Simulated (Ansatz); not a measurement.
## How GaCo (Pm-3m) expands on warming

Wanted: α(T), C_P(T) and B(T) of GaCo in the quasi-harmonic approximation.

Method: DFT LDA, scalar-relativistic, plane waves, PAW, in Ansatz 0.2.0.

### Step 1. Starting point

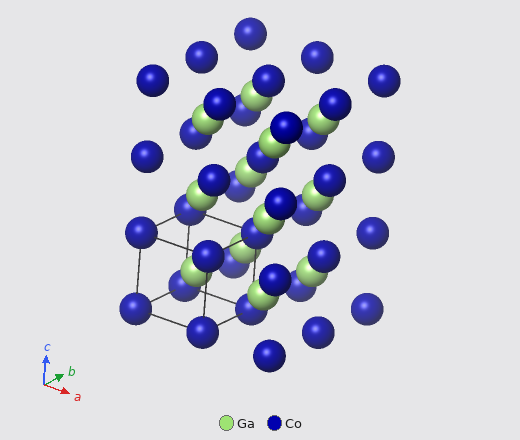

Start, viewed from a free direction; gallium green, cobalt blue. 2×2×3 cells are drawn. Some periodic images of atoms are drawn too.

Coordinates:

```cif
data_structure
_symmetry_space_group_name_H-M 'P 1'
_symmetry_Int_Tables_number 1
_cell_length_a 2.8780
_cell_length_b 2.8780
_cell_length_c 2.8780
_cell_angle_alpha 90.000
_cell_angle_beta 90.000
_cell_angle_gamma 90.000
_cell_volume 23.84
loop_
_atom_site_label
_atom_site_type_symbol
_atom_site_fract_x
_atom_site_fract_y
_atom_site_fract_z
_atom_site_occupancy
Ga1 Ga 0.50000 0.50000 0.50000 1
Co2 Co 0.00000 0.00000 0.00000 1
```

### Step 2. A first coarse run

A cheap single point shows whether the cell is a metal or an insulator and how far it is from rest; that sets the k-mesh and the occupations of what follows.

File input.yaml:

```yaml
crystal:
  lattice:
    - [2.878, 0.0, 0.0]
    - [0.0, 2.878, 0.0]
    - [0.0, 0.0, 2.878]
  atoms:
    - { symbol: Ga, position: [0.5, 0.5, 0.5] }
    - { symbol: Co, position: [0.0, 0.0, 0.0], spin: 3.0 }
kpoints:
  mp_grid: { grid: [6, 6, 6] }
hamiltonian:
  xc: lda
scf:
  occupations: { method: gaussian, width: 0.1 }
  lower_state_search: "off"
output:
  forces: true
  stress: true
  eigenvalues: true
  populations: true
magnetization:
  spin_polarized: true
```

On the command line:

```console
ansatz run input.yaml --threads 8 --pin off --max-ram 16384MiB --backend cpu --events-out ev --progress --plain --runs-dir out
```

Numbers of over 12 decimals in the logs are rounded to 6 here.

What it wrote:

```text
Engine: ansatz 0.2.0, aarch64-unknown-linux-gnu
Pseudopotentials: kind: paw
Pseudopotential: Ga, paw, valence charge 13, recommended cutoff 420 eV (normal), Ga.paw.azcp
Pseudopotential: Co, paw, valence charge 17, recommended cutoff 420 eV (normal), Co.paw.azcp
Functional definition: SPW92
  exchange = slater_x
  correlation = pw_c
Crystal: 2 atoms, lattice volume = 23.838 Å³
Basis set: ecut = 420 eV, 461 PW (Γ)
Bands: 21, of which v1, the nominal top of the filled ones, is band 15 counted from 1 (14 counted from 0)
Symmetry: 48 space group operations
Space group: Pm-3m (ITA 221), of the structure as read, at distance tolerance 2.9e-5 Å
Magnetic group: BNS 221.92 (UNI 1594), of the structure as read, at distance tolerance 2.9e-5 Å
k-points: 20 of 216
Non-local potential: Ga, projectors of the file, l = 0: 2, l = 1: 2, l = 2: 3, l = 3: 1
Non-local potential: Co, projectors of the file, l = 0: 3, l = 1: 2, l = 2: 3, l = 3: 1
PAW form: soft (Blöchl's): semilocal exchange-correlation on the pseudo side does not see the compensation charge
PAW frozen core: Ga, regenerated for the run's functional, and the local potential with it (the file was generated under x = pbe(κ = 0.804, μ = 0.219515), c = pbe(β = 0.066725))
PAW frozen core: Co, regenerated for the run's functional, and the local potential with it (the file was generated under x = pbe(κ = 0.804, μ = 0.219515), c = pbe(β = 0.066725))
PAW one-centre angular grid: Ga, 590 points (default); XC on 64 Gauss nodes
PAW one-centre angular grid: Co, 590 points (default); XC on 64 Gauss nodes
Initial density: superposition of atomic densities (chi_scale 0.1, normalization cell)
Starting moments: Σ|m| = 3 μB on 1 of 2 sites
Initial wavefunctions: pseudopotential atomic-orbital guess
Functional: x = slater, c = lda
SCF iter   1: F=—  HF=-8770.076507 eV  |F-HF|=—  |Δ(HF+E_count)|=         —  Δρ=1.93e-1 (↑1.10e-1 ↓1.93e-1)  dr2=2.55e0  dr2_m=4.88e0  M=1.093 μB ∫|m|=1.338 μB  β_m=0.30  ethr=3.10e-3  ⟨swp⟩=5.8  Hψ=3588  notcnv=0
preconditioner: auto → none  [metal: Δε(μ)=0.014 eV  Ē_g=15.679 eV  σ=0.100 eV  W_gap=0.08  n_scr=6 (ndim 8)  ℏωp=35.7 eV  f_vac=0.000  D(μ)=2.25/eV (n_scr^D=26)  sad-step TF]
SCF iter   2: F=—  HF=-8769.752864 eV  |F-HF|=—  |Δ(HF+E_count)|=   3.24e-1  Δρ=1.43e-1 (↑1.43e-1 ↓1.19e-1)  dr2=3.45e-1  dr2_m=3.67e0  M=1.313 μB ∫|m|=1.580 μB  β_m=0.30  ethr=3.10e-3  ⟨swp⟩=2.5  Hψ=1592  notcnv=0  defer=59
Mixer restart at iter 2: flushing history
spin-set hold released at iteration 2 (the charge has settled, or the pull on large starting moments outlasts its swing): the magnetisation degrees of freedom join the quasi-Newton model from the next iteration; the mixer history was flushed
SCF iter   3: F=—  HF=-8769.872590 eV  |F-HF|=—  |Δ(HF+E_count)|=   1.20e-1  Δρ=1.11e-1 (↑1.11e-1 ↓1.10e-1)  dr2=1.36e-1  dr2_m=2.65e0  M=1.120 μB ∫|m|=1.399 μB  β_m=0.48  ethr=1.15e-3  ⟨swp⟩=2.5  Hψ=1308  notcnv=0  defer=59
SCF iter   4: F=—  HF=-8771.233883 eV  |F-HF|=—  |Δ(HF+E_count)|=    1.36e0  Δρ=1.52e-1 (↑1.52e-1 ↓6.01e-2)  dr2=6.95e0  dr2_m=4.91e-1  M=0.483 μB ∫|m|=0.794 μB  β_m=0.43  ethr=4.54e-4  ⟨swp⟩=3.2  Hψ=1857  notcnv=0  defer=59
SCF iter   5: F=—  HF=-8770.482204 eV  |F-HF|=—  |Δ(HF+E_count)|=   7.52e-1  Δρ=3.24e-2 (↑1.37e-2 ↓3.24e-2)  dr2=1.97e-1  dr2_m=2.79e-2  M=0.249 μB ∫|m|=0.419 μB  β_m=0.44  ethr=4.54e-4  ⟨swp⟩=3.0  Hψ=2081  notcnv=0  defer=58
SCF iter   6: F=—  HF=-8770.427776 eV  |F-HF|=—  |Δ(HF+E_count)|=   5.44e-2  Δρ=9.16e-3 (↑5.54e-3 ↓9.16e-3)  dr2=1.13e-2  dr2_m=7.47e-3  M=0.206 μB ∫|m|=0.325 μB  β_m=0.51  ethr=4.54e-4  ⟨swp⟩=2.1  Hψ=1716  notcnv=0  defer=55
SCF iter   7: F=—  HF=-8770.430031 eV  |F-HF|=—  |Δ(HF+E_count)|=   2.25e-3  Δρ=7.96e-3 (↑2.23e-3 ↓7.96e-3)  dr2=8.58e-3  dr2_m=4.50e-3  M=0.159 μB ∫|m|=0.240 μB  β_m=0.75  ethr=3.76e-5  ⟨swp⟩=2.1  Hψ=1470  notcnv=0  defer=55
SCF iter   8: F=—  HF=-8770.433348 eV  |F-HF|=—  |Δ(HF+E_count)|=   3.32e-3  Δρ=2.50e-3 (↑2.13e-3 ↓2.50e-3)  dr2=1.78e-4  dr2_m=1.12e-3  M=0.090 μB ∫|m|=0.131 μB  β_m=0.88  ethr=2.86e-5  ⟨swp⟩=1.5  Hψ=927  notcnv=0  defer=55
SCF iter   9: F=—  HF=-8770.435163 eV  |F-HF|=—  |Δ(HF+E_count)|=   1.81e-3  Δρ=1.68e-3 (↑1.68e-3 ↓9.82e-4)  dr2=8.80e-4  dr2_m=7.80e-5  M=0.031 μB ∫|m|=0.040 μB  β_m=0.94  ethr=5.94e-7  ⟨swp⟩=2.3  Hψ=1412  notcnv=0  defer=55
SCF iter  10: F=—  HF=-8770.435172 eV  |F-HF|=—  |Δ(HF+E_count)|=   8.93e-6  Δρ=6.10e-4 (↑2.05e-4 ↓6.10e-4)  dr2=2.93e-5  dr2_m=3.41e-5  M=0.014 μB ∫|m|=0.018 μB  β_m=0.97  ethr=5.94e-7  ⟨swp⟩=2.0  Hψ=1443  notcnv=0  defer=55
SCF iter  11: F=—  HF=-8770.435185 eV  |F-HF|=—  |Δ(HF+E_count)|=   1.30e-5  Δρ=1.41e-4 (↑1.41e-4 ↓1.15e-4)  dr2=9.56e-7  dr2_m=3.31e-6  M=0.006 μB ∫|m|=0.008 μB  β_m=0.98  ethr=9.77e-8  ⟨swp⟩=1.5  Hψ=1077  notcnv=0  defer=55
SCF iter  12: F=—  HF=-8770.435190 eV  |F-HF|=—  |Δ(HF+E_count)|=   5.34e-6  Δρ=2.86e-5 (↑2.32e-5 ↓2.86e-5)  dr2=7.38e-9  dr2_m=1.46e-7  M=0.001 μB ∫|m|=0.001 μB  β_m=0.99  ethr=3.33e-10  ⟨swp⟩=7.9  Hψ=4509  notcnv=0
iter 13 did not close the SCF: its close was put off for a magnetic moment that had not settled (scf_convergence_deferred on its scf_iter line)
SCF iter  13: F=-8770.435190 eV  HF=-8770.435190 eV  |F-HF|=1.86e-10  |Δ(HF+E_count)|=   1.33e-7  Δρ=4.00e-6 (↑4.00e-6 ↓2.91e-6)  dr2=3.59e-10  dr2_m=2.50e-9  M=-0.000 μB ∫|m|=0.000 μB  β_m=0.95  ethr=2.46e-11  ⟨swp⟩=4.9  Hψ=3351  notcnv=0
SCF iter  14: F=-8770.435190 eV  HF=-8770.435190 eV  |F-HF|=7.09e-11  |Δ(HF+E_count)|=   2.15e-9  Δρ=2.65e-7 (↑2.23e-7 ↓2.65e-7)  dr2=2.80e-11  dr2_m=1.87e-12  M=0.000 μB ∫|m|=0.000 μB  ethr=1.20e-12  ⟨swp⟩=1.1  Hψ=2416  notcnv=0
WARN: the starting moments were not kept: the SCF closed with an absolute magnetisation of 4.3e-6 μB, where they sum to 3 μB in size (1 site). That is at most 0.1 of that sum. Measured as dr2_m measures the in/out step, that magnetisation stands 3.7e-11 eV from none, at or under the dr2_threshold of 1.0e-7 eV: it is no larger than a step whose dr2_m would equal this threshold. The system may hold no moment; this SCF  [...]
SCF 1 converged in 14 iterations: F = -8770.435190 eV  dr2 = 2.80e-11
  greatest PAW one-centre occupation: 1.002 electrons in one spin orbital (limit 2), on the Co atom at site 1 (counted from 0), in its partial waves of l = 1
SCF converged after 14 iterations
Magnetization: 0.0000 μB (15.0000 up, 15.0000 down)
Absolute magnetization: 0.0000 μB (∫|ρ↑−ρ↓|, with the PAW one-centre terms)
Spin contamination: 0.0000 ħ² per cell (⟨S²⟩ above its minimum at these occupations)
Per-site moments (μB) at R_I (Å): [(-2.4444874156565594e-7, 1.028124), (3.6701130420218135e-6, 1.028124)]
Free energy (F): -8770.435190 eV
Harris-Foulkes:  -8770.435190 eV  (|F-HF|=7.09e-11)
Internal energy: -8770.429914 eV  (E = F + TS)
E sigma→0 (E₀):  -8770.432552 eV
Entropy (-TS):   -0.005276 eV (-2.638 meV/atom)
Fermi energy:    16.461608 eV
--- Per-component energies (eV) ---
  E_band       = -225.537695
  E_kinetic    = 573.829371
  E_local      = -4491.239316  (includes V_loc(G=0)·N_el)
  E_nonlocal   = 891.731376
  E_hartree    = 1987.597619
  E_xc         = -227.324629
  E_vxc        = -264.450363  (∫ρ·V_xc dr)
  E_paw        = -3369.554563  (= ΣΔE_a)
  E_vpaw       = -910.603912  (= ΣTr[D̂ρ^β])
  E_aug_tail   = -0.000094  (compensation charges beyond the density's cutoff)
  E_ewald      = -4137.616408
  E_core_change = 2.146731  (= ΣΔE_core)
  E_smearing   = -0.005276  (= −TS)
  E_closure    = -0.000000  (closes the sum)
  Σ components = -8770.435190   (vs F -8770.435190, Δ=0.00e0)
--- Forces (eV/Å), atoms counted from 1 ---
  atom   1  Ga     0.00000000    -0.00000000    -0.00000000
  atom   2  Co    -0.00000000     0.00000000    -0.00000000
  max |Σ_I F_I| component: 6.84e-30 eV/Å
--- Stress (GPa, compression-positive) ---
      -13.466282       0.000000       0.000000
        0.000000     -13.466282       0.000000
        0.000000       0.000000     -13.466282
  P = ⅓ Tr σ = -13.4663 GPa (-134.663 kbar)
--- Band table (eV; the first three rows and the last of 40) ---
  k-point 0 ↑: bands = [... 11 lower, 13.9175, 15.7773, 15.7773, 15.7773, 21.6300, 21.6300, 21.6300, 27.6171, ... 2 higher]
  k-point 1 ↑: bands = [... 11 lower, 13.9707, 15.4642, 15.4642, 15.7788, 18.9289, 22.5171, 22.5171, 27.7100, ... 2 higher]
  k-point 2 ↑: bands = [... 11 lower, 14.0811, 14.9614, 14.9614, 15.7818, 16.8013, 24.7274, 24.7274, 27.9664, ... 2 higher]
  k-point 19 ↓: bands = [... 11 lower, 12.4062, 16.2573, 16.2573, 16.9613, 20.3805, 20.3805, 20.3805, 21.3191, ... 2 higher]
--- Löwdin populations: 2 sites ---
  site symbol       q [e]    m [muB]
     0     Ga     13.3889    -0.0000
     1     Co     16.4884     0.0000
  spilling = 0.004091 (of n_electrons = 30.000000)
```

The job ended after 1.5 s (8 threads of Arm Neoverse N1, shared host; peak memory 0.29 GiB; 5.1 s of CPU time).

The column dr2 measures how far the density is from self-consistency, as an energy; F and HF (Harris–Foulkes) agree once it is small.

This step gave:

| Item | Value |
| --- | --- |
| pressure | -13.47 GPa |
| volume per atom | 11.92 Å³/atom |
| gap on the k-mesh | 0 eV |

The start is under -13 GPa at this level and looks like a metal on this mesh.

### Step 3. A loose first relaxation

The start is far from rest, so a relaxation with loose thresholds first brings it near the minimum.

input.yaml, the sections that differ from step 2:

```yaml
crystal:
  lattice:
    - [2.878, 0.0, 0.0]
    - [0.0, 2.878, 0.0]
    - [0.0, 0.0, 2.878]
  atoms:
    - { symbol: Ga, position: [0.5, 0.5, 0.5] }
    - { symbol: Co, position: [0.0, 0.0, 0.0] }
kpoints:
  mp_grid: { grid: [8, 8, 8] }
output:
  forces: true
  stress: true
  eigenvalues: true
relax:
  adjacent_minimum: "off"
  f_tol: 0.05
  max_steps: 80
  cell: { stress_tol: 0.5 }
# hamiltonian, scf: as in step 2
# magnetization: removed
```

What it wrote:

```text
[...]
Crystal: 2 atoms, lattice volume = 23.838 Å³
Basis set: ecut = 420 eV, 461 PW (Γ)
Bands: 19, of which v1, the nominal top of the filled ones, is band 15 counted from 1 (14 counted from 0)
Symmetry: 48 space group operations
[...]
k-points: 35 of 512
[...]
SCF iter   1: F=—  HF=-8770.432528 eV  |F-HF|=—  |Δ(HF+E_count)|=         —  Δρ=1.81e-2  dr2=3.85e-2  ethr=1.77e-3  ⟨swp⟩=5.1  Hψ=2725  notcnv=0
[...]
SCF iter   6: F=-8770.426792 eV  HF=-8770.426792 eV  |F-HF|=1.24e-9  |Δ(HF+E_count)|=   4.30e-7  Δρ=1.16e-5  dr2=1.02e-8  ethr=3.33e-10  ⟨swp⟩=5.6  Hψ=3096  notcnv=0
SCF 1 converged in 6 iterations: F = -8770.426792 eV  dr2 = 1.02e-8
[...]
relax step   1: F+E_penalty+E_count = -8770.42679186 eV  Δ(F+E_penalty+E_count) = +0.000e0 eV  max|allowed force component| = 1.814e-29 eV/Å  Δτ_max = 0.0000 Å  P = -13.230 GPa  Ω = 23.838 Å³  (6 SCF iters, dr2 threshold 1.00e-7 eV, accepted)
Crystal: 2 atoms, lattice volume = 22.711 Å³
[...]
iter 1 solved again at ethr=8.16e-6 eV; its pass at ethr=3.10e-3 eV (dr2=2.45e-3 eV) is discarded
[...]
SCF iter   6: F=-8770.492492 eV  HF=-8770.492492 eV  |F-HF|=1.70e-9  |Δ(HF+E_count)|=   2.32e-8  Δρ=5.02e-6  dr2=3.48e-9  ethr=6.67e-10  ⟨swp⟩=3.7  Hψ=2621  notcnv=0
SCF 2 converged in 6 iterations: F = -8770.492492 eV  dr2 = 3.48e-9
relax step   2: F+E_penalty+E_count = -8770.49249242 eV  Δ(F+E_penalty+E_count) = -6.570e-2 eV  max|allowed force component| = 1.874e-30 eV/Å  Δτ_max = 0.0000 Å  P = -4.769 GPa  Ω = 22.711 Å³  energy of the carried Pulay correction = +9.504e-4 eV  (6 SCF iters, dr2 threshold 2.00e-7 eV, accepted)
Crystal: 2 atoms, lattice volume = 22.121 Å³
[...]
SCF iter   6: F=-8770.500709 eV  HF=-8770.500709 eV  |F-HF|=1.47e-10  |Δ(HF+E_count)|=   3.65e-9  Δρ=1.82e-6  dr2=3.42e-10  ethr=6.67e-10  ⟨swp⟩=5.0  Hψ=2795  notcnv=0
SCF 3 converged in 6 iterations: F = -8770.500709 eV  dr2 = 3.42e-10
relax step   3: F+E_penalty+E_count = -8770.50070913 eV  Δ(F+E_penalty+E_count) = -8.217e-3 eV  max|allowed force component| = 1.906e-30 eV/Å  Δτ_max = 0.0000 Å  P = +0.720 GPa  Ω = 22.121 Å³  energy of the carried Pulay correction = +1.466e-3 eV  (6 SCF iters, dr2 threshold 2.00e-7 eV, accepted)
[...]
relax step   4: F+E_penalty+E_count = -8770.50080441 eV  Δ(F+E_penalty+E_count) = -9.527e-5 eV  max|allowed force component| = 1.525e-29 eV/Å  Δτ_max = 0.0000 Å  P = -0.031 GPa  Ω = 22.197 Å³  energy of the carried Pulay correction = +1.399e-3 eV  (6 SCF iters, dr2 threshold 2.00e-7 eV, accepted)
[...]
SCF iter   6: F=-8770.499754 eV  HF=-8770.499754 eV  |F-HF|=3.64e-12  |Δ(HF+E_count)|=  6.91e-11  Δρ=2.24e-7  dr2=6.19e-12  ethr=1.15e-12  ⟨swp⟩=2.5  Hψ=2254  notcnv=0
SCF 5 converged in 6 iterations: F = -8770.499754 eV  dr2 = 6.19e-12
relax step   5: F+E_penalty+E_count = -8770.49975391 eV  Δ(F+E_penalty+E_count) = +1.050e-3 eV  max|allowed force component| = 8.677e-30 eV/Å  Δτ_max = 0.0000 Å  P = -0.086 GPa  Ω = 22.197 Å³  stress off target by 8.61e-2 GPa  SCF on the basis re-selected at this cell (its energy is not comparable with the rows above)  (6 SCF iters)
basis re-selected at this cell: Δ(F+E_penalty+E_count) = +1.050e-3 eV, ΔP = -0.055 GPa vs the last step (what re-selecting the basis moved, of the pressure what is left beyond the Pulay correction that the steps carried, after the strain that the cell walked since its last selection, with what the two solves' SCF thresholds leave and, on support functions, any second-order correction that the steps lacked; it is no m [...]
SCF converged after 6 iterations
Free energy (F): -8770.499754 eV
[...]
Internal energy: -8770.492162 eV  (E = F + TS)
E sigma→0 (E₀):  -8770.495958 eV
Entropy (-TS):   -0.007592 eV (-3.796 meV/atom)
Fermi energy:    18.061381 eV
[...]
--- Stress (GPa, compression-positive) ---
       -0.086104      -0.000000      -0.000000
       -0.000000      -0.086104      -0.000000
       -0.000000      -0.000000      -0.086104
  P = ⅓ Tr σ = -0.0861 GPa (-0.861 kbar)
--- Band table (eV; the first three rows and the last of 35) ---
  k-point 0: bands = [... 11 lower, 15.1838, 17.2423, 17.2423, 17.2423, 23.4004, 23.4004, 23.4004, 29.6064]
  k-point 1: bands = [... 11 lower, 15.2146, 17.0279, 17.0279, 17.2420, 21.5413, 23.9559, 23.9559, 29.6440]
  k-point 2: bands = [... 11 lower, 15.2909, 16.5904, 16.5904, 17.2414, 19.1506, 25.4164, 25.4164, 29.7547]
  k-point 34: bands = [... 11 lower, 13.5293, 17.7885, 17.7885, 18.9372, 22.0429, 22.0429, 22.0429, 23.1751]
--- Relaxed structure (4 steps of the walk, 4 accepted, 1 SCFs on fresh bases) ---
  F+E_penalty+E_count = -8770.49975391 eV   max|allowed force component| = 8.677e-30 eV/Å   (the final SCF, on the basis selected at the relaxed cell)
  cell:  # Å, volume = 22.1967 Å³
    - [2.810367, 0, 0]
    - [0, 2.810367, 0.0]
    - [0, 0.0, 2.810367]
  atoms:
    - { symbol: Ga, position: [0.500000, 0.500000, 0.500000] }
    - { symbol: Co, position: [0, 0, 0] }
```

Elapsed: 2.1 s, on 8 threads; peak memory 0.33 GiB; 10 s of CPU time.

Relaxation path:

| step | energy less that of the first step (eV) | largest force component (eV/Å) | pressure (GPa) | volume (Å³) |
| --- | --- | --- | --- | --- |
| 1 | 0.0000 | 0.0000 | -13.23 | 23.84 |
| 2 | -0.0657 | 0.0000 | -4.77 | 22.71 |
| 3 | -0.0739 | 0.0000 | 0.72 | 22.12 |
| 4 | -0.0740 | 0.0000 | -0.03 | 22.20 |
| 5* | -0.0730 | 0.0000 | -0.09 | 22.20 |

Relaxation steps marked * repeat the geometry before them on a plane-wave basis chosen anew for their cell, so energy and pressure can jump there.

The run keeps the 48 symmetry operations that it works with, so distortions that break them were not tested.

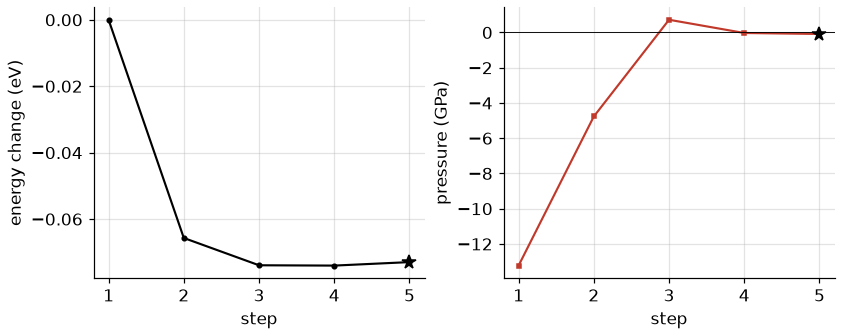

Energy and pressure along the relaxation. Stars mark steps on a basis chosen anew.

| conventional cell, symmetrised | before | after | change |
| --- | --- | --- | --- |
| a (Å) | 2.878 | 2.810 | -2.3 % |
| b (Å) | 2.878 | 2.810 | -2.3 % |
| c (Å) | 2.878 | 2.810 | -2.3 % |
| volume (Å³/atom) | 11.92 | 11.10 | -6.9 % |

The relaxed structure:

```xyz
2
Lattice="2.8104 0.0000 0.0000 0.0000 2.8104 0.0000 0.0000 0.0000 2.8104" Properties=species:S:1:pos:R:3 pbc="T T T"
Ga    1.4052    1.4052    1.4052
Co    0.0000    0.0000    0.0000
```

Numbers from this step:

| Property | Result |
| --- | --- |
| pressure | -0.08610 GPa |
| volume per atom | 11.10 Å³/atom |

The relaxation ends with a pressure of -0.09 GPa.

[end of part 1 of 2]

[Logs are printed without paths, hosts, clocks, repeated set-up lines and the standing remarks that a program may print on its own settings, such as how far it seeks lower states.]

[Hosts, paths, dates, database ids (printed as entryN), source tags and the programs' standing remarks are cut or masked in the printed files.]

[A step with changed settings may run another functional than the one named; its input shows which.]

[Pressures of single members of a volume series are the stress at the run's cutoff; with an incomplete basis they can lie off −dE/dV of the same runs, and they are not shown converged.]
